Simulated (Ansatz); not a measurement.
Si4NH11: geometry relaxation (part 1 of 2)

- system: Si4NH11
- method: RKS BHLYP/STO-3G (Ansatz 0.2.0)

It belongs to a series of runs on one base structure; here: start relaxed.

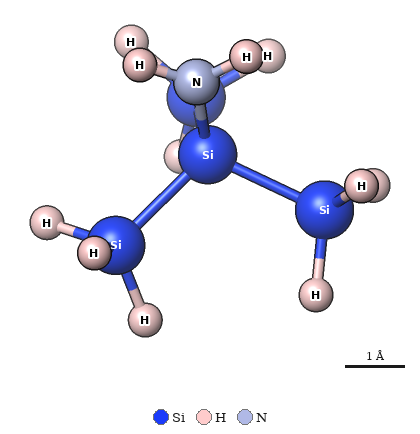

The input geometry (ball-and-stick view, seen at a tilt).

The input:
```yaml
crystal:
  periodic: [false, false, false]
  atoms:
    - { symbol: Si, position_ang: [0.0, 0.0, 0.0] }
    - { symbol: Si, position_ang: [0.0, 0.0, 2.22] }
    - { symbol: H, position_ang: [-1.3148, -0.4067, 2.7074] }
    - { symbol: H, position_ang: [1.0096, -0.9353, 2.7074] }
    - { symbol: H, position_ang: [0.3052, 1.342, 2.7074] }
    - { symbol: Si, position_ang: [2.0935, 0.0, -0.7393] }
    - { symbol: H, position_ang: [2.5508, -1.3762, -0.9079] }
    - { symbol: H, position_ang: [2.1573, 0.6939, -2.0222] }
    - { symbol: H, position_ang: [2.951, 0.6823, 0.2255] }
    - { symbol: "N", position_ang: [-0.8572, 1.4851, -0.6061] }
    - { symbol: H, position_ang: [-1.8773, 1.43, -0.8888] }
    - { symbol: H, position_ang: [-0.3367, 2.4058, -0.6766] }
    - { symbol: Si, position_ang: [-1.0456, -1.8115, -0.7393] }
    - { symbol: H, position_ang: [-1.7029, -2.4846, 0.3772] }
    - { symbol: H, position_ang: [-2.0454, -1.4265, -1.7311] }
    - { symbol: H, position_ang: [-0.0777, -2.7173, -1.3511] }
basis:
  gaussian: { orbitals: STO-3G }
hamiltonian:
  xc: { name: BHLYP }
relax:
  f_tol: 0.02
  max_steps: 40
```

Launch command:
```bash
ansatz run input.yaml --threads 1 --pin off --max-ram 2048MiB --backend cpu --events-out ev --progress --plain --runs-dir out
```

What the program printed:
```
The last accepted step is kept in [file] (removed where the run ends without a failure and the disk answers)
Engine: ansatz 0.2.0, x86_64-unknown-linux-gnu
Functional definition: BHLYP
  parameter a = 0.5
  exchange = (1 - a)*b88_x + a*exact_x
  correlation = lyp_c
679 factors; integrals over basis functions are off by at most 1.1e-5 eV
mean field evaluation 1: about -32792.4123 eV, gradient 2.5e1 eV
mean field evaluation 2: about -32793.7889 eV, gradient 1.6e1 eV
mean field evaluation 4: about -32794.5974 eV, gradient 2.7e-1 eV
mean field evaluation 8: about -32794.5904 eV, gradient 6.8e-4 eV
mean field -32794.59042599 eV, -1205.1789691835 hartree, gradient 2.6e-5 eV, S^2 0.000000; 0 other end points of the search recorded, 0 dependent functions left out
the calculation of the forces begins
reference -32794.59059116 eV, -1205.1789752531 hartree; 37, 37 occupied and 15, 15 virtual orbitals, 679 factors
relax step   1: F+E_penalty+E_count = -32794.59042599 eV  Δ(F+E_penalty+E_count) = +0.000e0 eV  max|allowed force component| = 2.168e0 eV/Å  Δτ_max = 0.0000 Å  (20 SCF iters, accepted)
these checks for a lower state are left out or cut short: starts, cluster_reference, orbital_swaps, neighbouring_geometries, increment
679 factors; integrals over basis functions are off by at most 1.2e-5 eV
mean field evaluation 16: about -32794.9469 eV, gradient 1.7e-3 eV
mean field -32794.94691505 eV, -1205.1920699146 hartree, gradient 1.1e-5 eV, S^2 0.000000; 0 other end points of the search recorded, 0 dependent functions left out
[... from here on the field's lines of each further geometry are left out, up to the last ...]
relax step   2: F+E_penalty+E_count = -32794.94691505 eV  Δ(F+E_penalty+E_count) = -3.565e-1 eV  max|allowed force component| = 9.364e-1 eV/Å  Δτ_max = 0.1819 Å  (23 SCF iters, accepted)
relax step   3: F+E_penalty+E_count = -32795.09638885 eV  Δ(F+E_penalty+E_count) = -1.495e-1 eV  max|allowed force component| = 3.802e-1 eV/Å  Δτ_max = 0.1371 Å  (22 SCF iters, accepted)
relax step   4: F+E_penalty+E_count = -32795.12059410 eV  Δ(F+E_penalty+E_count) = -2.421e-2 eV  max|allowed force component| = 6.346e-1 eV/Å  Δτ_max = 0.1809 Å  (23 SCF iters, accepted)
relax step   5: F+E_penalty+E_count = -32795.15041990 eV  Δ(F+E_penalty+E_count) = -2.983e-2 eV  max|allowed force component| = 2.806e-1 eV/Å  Δτ_max = 0.1112 Å  (23 SCF iters, accepted)
relax step   6: F+E_penalty+E_count = -32795.15788787 eV  Δ(F+E_penalty+E_count) = -7.468e-3 eV  max|allowed force component| = 3.357e-1 eV/Å  Δτ_max = 0.1467 Å  (22 SCF iters, accepted)
relax step   7: F+E_penalty+E_count = -32795.15209985 eV  Δ(F+E_penalty+E_count) = +5.788e-3 eV  max|allowed force component| = 3.963e-1 eV/Å  Δτ_max = 0.1948 Å  (23 SCF iters, rejected (line search))
relax step   8: F+E_penalty+E_count = -32795.16285218 eV  Δ(F+E_penalty+E_count) = -4.964e-3 eV  max|allowed force component| = 4.925e-2 eV/Å  Δτ_max = 0.0974 Å  (24 SCF iters, accepted)
relax step   9: F+E_penalty+E_count = -32795.16437663 eV  Δ(F+E_penalty+E_count) = -1.524e-3 eV  max|allowed force component| = 1.789e-1 eV/Å  Δτ_max = 0.0975 Å  (23 SCF iters, accepted)
relax step  10: F+E_penalty+E_count = -32795.16618734 eV  Δ(F+E_penalty+E_count) = -1.811e-3 eV  max|allowed force component| = 1.268e-1 eV/Å  Δτ_max = 0.0440 Å  (24 SCF iters, accepted)
relax step  11: F+E_penalty+E_count = -32795.16961047 eV  Δ(F+E_penalty+E_count) = -3.423e-3 eV  max|allowed force component| = 2.949e-2 eV/Å  Δτ_max = 0.0691 Å  (22 SCF iters, accepted)
relax step  12: F+E_penalty+E_count = -32795.17131767 eV  Δ(F+E_penalty+E_count) = -1.707e-3 eV  max|allowed force component| = 1.275e-1 eV/Å  Δτ_max = 0.1281 Å  (22 SCF iters, accepted)
relax step  13: F+E_penalty+E_count = -32795.17251798 eV  Δ(F+E_penalty+E_count) = -1.200e-3 eV  max|allowed force component| = 9.420e-2 eV/Å  Δτ_max = 0.0371 Å  (23 SCF iters, accepted)
relax step  14: F+E_penalty+E_count = -32795.17355070 eV  Δ(F+E_penalty+E_count) = -1.033e-3 eV  max|allowed force component| = 4.166e-2 eV/Å  Δτ_max = 0.0511 Å  (23 SCF iters, accepted)
relax step  15: F+E_penalty+E_count = -32795.17421511 eV  Δ(F+E_penalty+E_count) = -6.644e-4 eV  max|allowed force component| = 4.522e-2 eV/Å  Δτ_max = 0.0823 Å  (22 SCF iters, accepted)
relax step  16: F+E_penalty+E_count = -32795.17462367 eV  Δ(F+E_penalty+E_count) = -4.086e-4 eV  max|allowed force component| = 4.053e-2 eV/Å  Δτ_max = 0.0301 Å  (23 SCF iters, accepted)
relax step  17: F+E_penalty+E_count = -32795.17503420 eV  Δ(F+E_penalty+E_count) = -4.105e-4 eV  max|allowed force component| = 4.999e-2 eV/Å  Δτ_max = 0.0331 Å  (22 SCF iters, accepted)
relax step  18: F+E_penalty+E_count = -32795.17551192 eV  Δ(F+E_penalty+E_count) = -4.777e-4 eV  max|allowed force component| = 4.087e-2 eV/Å  Δτ_max = 0.0539 Å  (23 SCF iters, accepted)
relax step  19: F+E_penalty+E_count = -32795.17576163 eV  Δ(F+E_penalty+E_count) = -2.497e-4 eV  max|allowed force component| = 9.471e-2 eV/Å  Δτ_max = 0.0717 Å  (23 SCF iters, accepted)
relax step  20: F+E_penalty+E_count = -32795.17647300 eV  Δ(F+E_penalty+E_count) = -7.114e-4 eV  max|allowed force component| = 6.778e-2 eV/Å  Δτ_max = 0.0163 Å  (18 SCF iters, accepted)
relax step  21: F+E_penalty+E_count = -32795.17858022 eV  Δ(F+E_penalty+E_count) = -2.107e-3 eV  max|allowed force component| = 7.746e-3 eV/Å  Δτ_max = 0.0736 Å  (22 SCF iters, accepted)
relax step  22: F+E_penalty+E_count = -32795.17636906 eV  Δ(F+E_penalty+E_count) = +2.211e-3 eV  max|allowed force component| = 3.232e-1 eV/Å  Δτ_max = 0.1958 Å  (23 SCF iters, rejected (line search))
relax step  23: F+E_penalty+E_count = -32795.18078552 eV  Δ(F+E_penalty+E_count) = -2.205e-3 eV  max|allowed force component| = 6.998e-2 eV/Å  Δτ_max = 0.0976 Å  (21 SCF iters, accepted)
relax step  24: F+E_penalty+E_count = -32795.18194980 eV  Δ(F+E_penalty+E_count) = -1.164e-3 eV  max|allowed force component| = 1.518e-1 eV/Å  Δτ_max = 0.0975 Å  (22 SCF iters, accepted)
relax step  25: F+E_penalty+E_count = -32795.18378291 eV  Δ(F+E_penalty+E_count) = -1.833e-3 eV  max|allowed force component| = 1.081e-1 eV/Å  Δτ_max = 0.0324 Å  (22 SCF iters, accepted)
relax step  26: F+E_penalty+E_count = -32795.18695633 eV  Δ(F+E_penalty+E_count) = -3.173e-3 eV  max|allowed force component| = 6.169e-2 eV/Å  Δτ_max = 0.1091 Å  (21 SCF iters, accepted)
relax step  27: F+E_penalty+E_count = -32795.18090447 eV  Δ(F+E_penalty+E_count) = +6.052e-3 eV  max|allowed force component| = 4.005e-1 eV/Å  Δτ_max = 0.1936 Å  (22 SCF iters, rejected (line search))
relax step  28: F+E_penalty+E_count = -32795.17450619 eV  Δ(F+E_penalty+E_count) = +1.245e-2 eV  max|allowed force component| = 2.701e-1 eV/Å  Δτ_max = 0.0968 Å  (23 SCF iters, rejected (line search))
relax step  29: F+E_penalty+E_count = -32795.18894976 eV  Δ(F+E_penalty+E_count) = -1.993e-3 eV  max|allowed force component| = 2.872e-2 eV/Å  Δτ_max = 0.0479 Å  (23 SCF iters, accepted)
relax step  30: F+E_penalty+E_count = -32795.19081362 eV  Δ(F+E_penalty+E_count) = -1.864e-3 eV  max|allowed force component| = 9.933e-2 eV/Å  Δτ_max = 0.0999 Å  (23 SCF iters, accepted)
relax step  31: F+E_penalty+E_count = -32795.19177672 eV  Δ(F+E_penalty+E_count) = -9.631e-4 eV  max|allowed force component| = 1.107e-1 eV/Å  Δτ_max = 0.0443 Å  (23 SCF iters, accepted)
relax step  32: F+E_penalty+E_count = -32795.19339471 eV  Δ(F+E_penalty+E_count) = -1.618e-3 eV  max|allowed force component| = 1.214e-1 eV/Å  Δτ_max = 0.0763 Å  (22 SCF iters, accepted)
relax step  33: F+E_penalty+E_count = -32795.19457060 eV  Δ(F+E_penalty+E_count) = -1.176e-3 eV  max|allowed force component| = 1.177e-1 eV/Å  Δτ_max = 0.0661 Å  (22 SCF iters, accepted)
relax step  34: F+E_penalty+E_count = -32795.19559247 eV  Δ(F+E_penalty+E_count) = -1.022e-3 eV  max|allowed force component| = 1.292e-1 eV/Å  Δτ_max = 0.0807 Å  (21 SCF iters, accepted)
relax step  35: F+E_penalty+E_count = -32795.19647304 eV  Δ(F+E_penalty+E_count) = -8.806e-4 eV  max|allowed force component| = 9.174e-2 eV/Å  Δτ_max = 0.0291 Å  (23 SCF iters, accepted)
relax step  36: F+E_penalty+E_count = -32795.19708485 eV  Δ(F+E_penalty+E_count) = -6.118e-4 eV  max|allowed force component| = 2.858e-2 eV/Å  Δτ_max = 0.0314 Å  (24 SCF iters, accepted)
relax step  37: F+E_penalty+E_count = -32795.19745893 eV  Δ(F+E_penalty+E_count) = -3.741e-4 eV  max|allowed force component| = 1.236e-2 eV/Å  Δτ_max = 0.0342 Å  (24 SCF iters, accepted)
the calculation of the forces begins
reference -32795.19781199 eV, -1205.2012902071 hartree; 37, 37 occupied and 15, 15 virtual orbitals, 679 factors
relax step  38: F+E_penalty+E_count = -32795.19764756 eV  Δ(F+E_penalty+E_count) = -1.886e-4 eV  max|allowed force component| = 1.937e-2 eV/Å  Δτ_max = 0.0455 Å  (22 SCF iters, accepted)
```

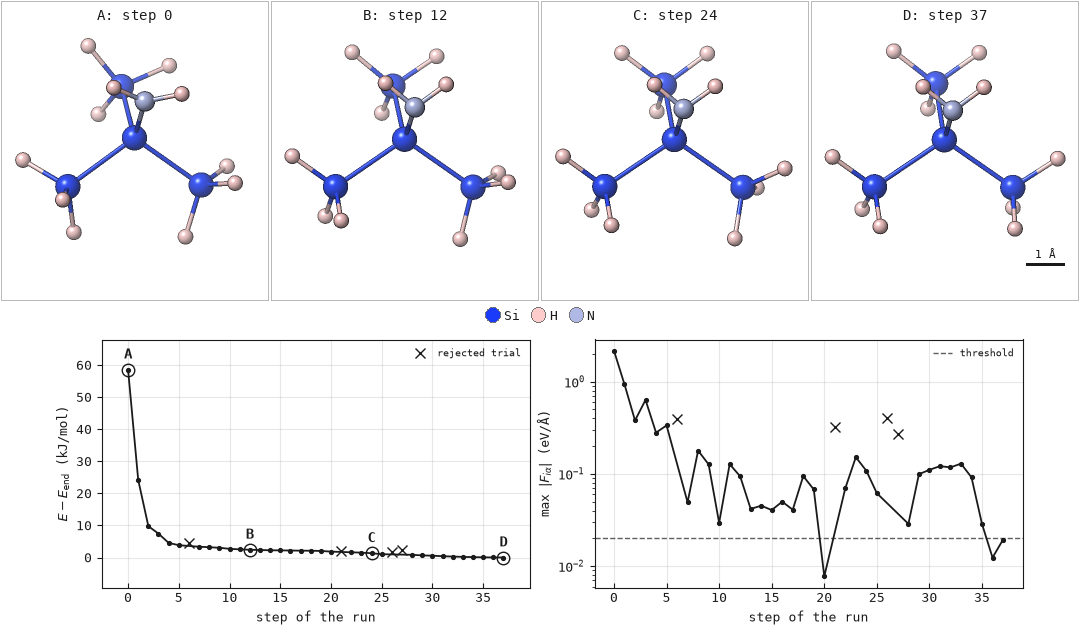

Frames of the relaxation (ball-and-stick view, seen at a tilt) above the curves, on which the letters mark them (the first geometry is step 0 here and step 1 in the log).

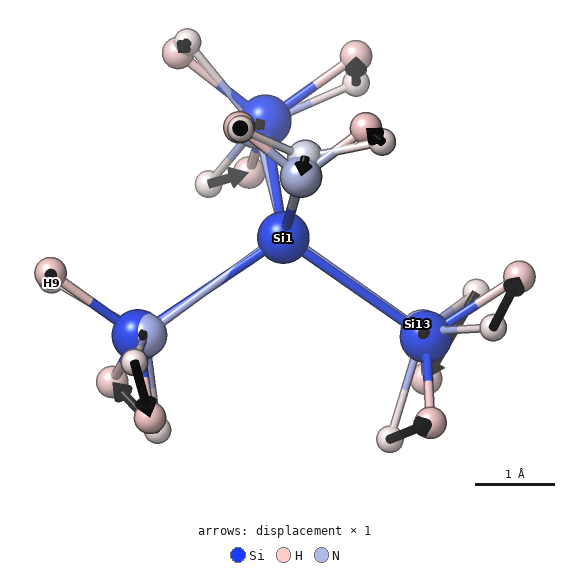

Start (faint) and end (solid) with the displacements as black arrows, at true length (ball-and-stick view, seen at a tilt). The two geometries are laid on each other by the best rigid fit. Over 37 geometry steps the energy falls by 58.6 kJ/mol. The largest force component goes from 2.2 to 0.019 eV/Å. The line search rejected the trial steps at points 6, 21, 26, 27 (counted from 0) and went back. The largest move after the best rigid fit is that of H16, 1.37 Å. Largest moves by element: H 1.37 Å, N 0.27 Å, Si 0.15 Å. Among the contacts that change: Si1–Si2 2.220 → 2.265 Å, Si1–N10 1.819 → 1.783 Å, Si1–Si13 2.218 → 2.254 Å, Si13–H14 1.460 → 1.433 Å. Among the angles that change: H11–N10–H12 120.0° → 104.3°, Si1–N10–H11 120.0° → 111.6°, Si6–Si1–N10 109.5° → 106.3°. (Atoms are counted from 1 in the order of the input.)
